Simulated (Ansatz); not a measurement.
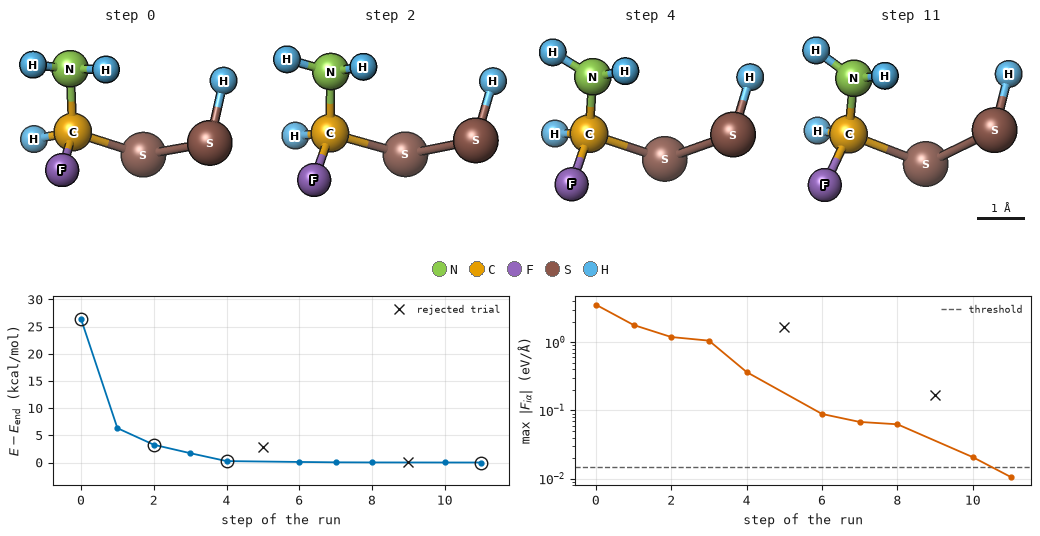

Frames of a relaxation of CH₄FNS₂, marked on the history of the run. The picture is a ball-and-stick view, seen at a tilt.

The run prepares an end point of a later path (torsion) calculation, from a guessed geometry.

These are results of Ansatz 0.2.0, RKS B3LYP-D4/6-31G, not measurements. Settings: no spin polarisation; force threshold 0.015 eV/Å; at most 40 steps.

**What happens along the run?**

After 9 accepted moves (11 points after the start) the energy has fallen by 26.4 kcal/mol. Largest force component: 3.6 eV/Å at the start, 0.011 eV/Å at the end. The line search rejected the trial steps at points 5, 9 of the run. The atom that moves furthest after the best rigid fit is the F atom (0.51 Å). By element the largest moves are F 0.51 Å, H 0.41 Å, N 0.33 Å, S 0.32 Å, C 0.13 Å. Some distances before and after: S–S 2.067 → 2.245 Å, C–S 1.753 → 1.925 Å, C–F 1.341 → 1.455 Å, C–N 1.455 → 1.385 Å. Among the angles between lasting bonds that change: C–N–H 101.7° → 118.1°, H–N–H 102.0° → 116.6°, C–N–H 108.4° → 118.7°. Groups turn about C–S by about 30°. From step 0 to 2: an H atom moves most (0.31 Å), energy −23.1 kcal/mol. From step 2 to 4: an H atom moves most (0.25 Å), energy −3.01 kcal/mol. From step 4 to 11: the F atom moves most (0.16 Å), energy −0.26 kcal/mol.

```
step  E − E(0), kcal/mol  largest force component, eV/Å      note
   0                0.00                         3.5648          
   1              -20.08                         1.7941          
   2              -23.13                         1.1937          
   3              -24.68                         1.0566          
   4              -26.14                         0.3654          
   5              -23.50                         1.6904  rejected
   6              -26.30                         0.0886          
   7              -26.36                         0.0677          
   8              -26.39                         0.0625          
   9              -26.38                         0.1710  rejected
  10              -26.40                         0.0206          
  11              -26.40                         0.0106
```

Limits of the set-up: the basis has no polarisation functions, which atoms past neon need.
